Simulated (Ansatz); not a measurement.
## Electronic structure of HNSi$_{2}$ (charge +1, doublet) in real space

The calculation's input:

```
crystal:
  periodic: [false, false, false]
  atoms:
    - {symbol: N, position_ang: [-0.142086, 0.122059, 0.567237]}
    - {symbol: Si, position_ang: [-1.505303, -0.761133, -0.064970]}
    - {symbol: Si, position_ang: [0.529380, 0.604330, -0.967243]}
    - {symbol: H, position_ang: [0.165143, 0.300039, 1.529377]}
basis:
  gaussian:
    orbitals: def2-TZVPD
total_charge: 1
magnetization:
  spin_polarized: true
  initial_magnetization: 1
hamiltonian:
  xc: pbe0
output: {forces: true, orbitals: {seedname: orbitals}}
```

Command:

```sh
ansatz run input.yaml --threads 1 --pin off --max-ram 2610MiB --events-out events.jsonl --progress --plain --runs-dir runs
```

Geometry: B3LYP/6-31G*.

Method: isolated molecule in a Gaussian basis; Kohn-Sham density functional theory, functional PBE0 in Ansatz.

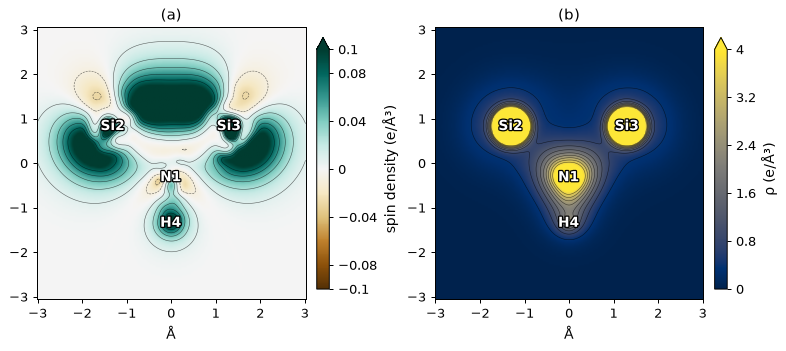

Figure 1. (a) spin density; (b) total electron density on the molecular plane.

> Read the bonding off the picture.

Atoms in the plane: N, Si and H.
Si–N (1.74 Å): ρ at the midpoint is about 1 e/Å³.
N–H (1.03 Å): ρ is about 2.9 e/Å³ halfway.
The unpaired spin (1 electron) lies mostly on Si2 (about 0.5) and Si3 (about 0.5), in electrons by Hirshfeld's partition.

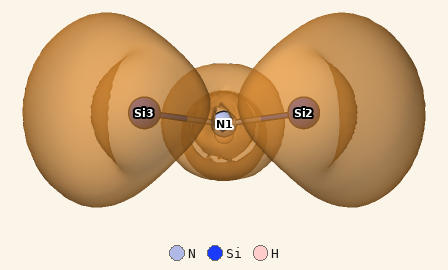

Figure 2. Isosurface of the ELF at 0.75 (orange), seen from one side. Only the valence region is drawn (cores and ρ < 0.01 e/Å³ removed).

> Identify the bonds, lone pairs and shells in this picture.

The ELF exceeds this value in two lobes on Si, pointing away from the bonds (non-bonding electrons) and one joined region spread over several atoms (H, N), in which their bonds and any lone pairs are merged. Along the contacts the grid gives the following. Si–N (1.74 Å): the ELF peaks at about 0.90 between the atoms: a shared but strongly polarised pair. N–H (1.03 Å): the ELF climbs to about 1 towards the hydrogen, as it does in any bond to H: an ordinary covalent bond to hydrogen.

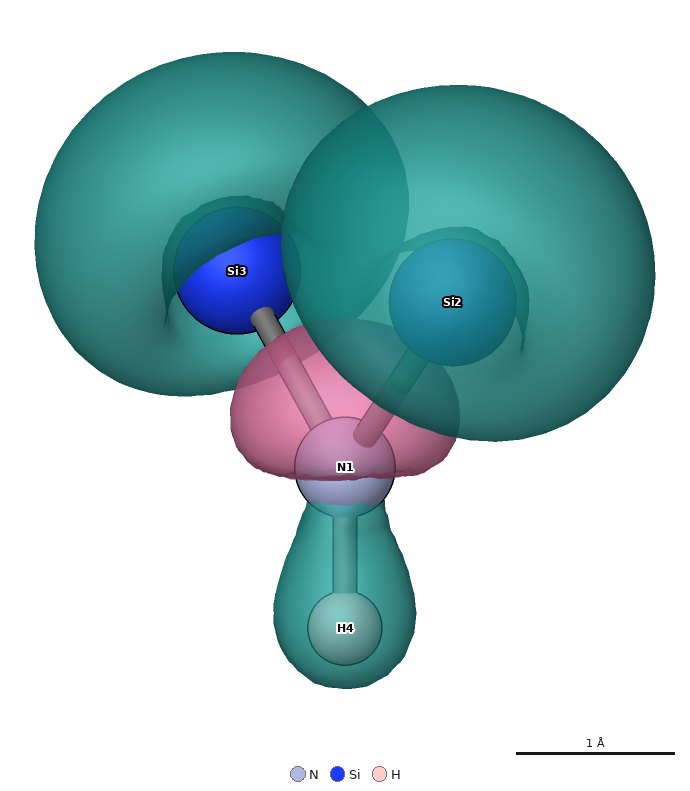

Figure 3. The HOMO−1 (β) at ±0.15 Å⁻³ᐟ² (teal and pink are the two phases), seen at an oblique angle.

> Describe this orbital and give its energy.

It lies mainly on Si2 (about 40 %), Si3 (about 40 %) and N1 (about 15 %); it is symmetric in the molecular plane (an in-plane orbital: σ, lone-pair or in-plane π type). Its energy is −15.17 eV.
